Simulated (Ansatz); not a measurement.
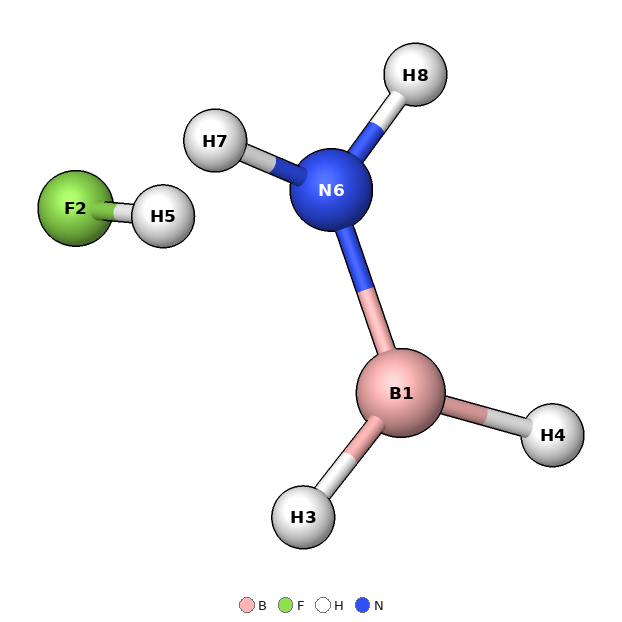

Sticks follow a distance rule. Harmonic vibrations computed with RKS PBE0-D4/def2-TZVP (Ansatz 0.2.0) at a stationary point of the same level.

Minimum or transition state?

Answer. A minimum: no imaginary frequency, and the lowest mode lies at 89 cm⁻¹.

How many vibrational modes are there, and where do they lie?

Answer. 18 modes: 89, 152, 187, 536, 571, 745, 775, 906, 1020, 1141, 1147, 1341, 1639, 2599, 2691, 3587, 3681, 3783 cm⁻¹.
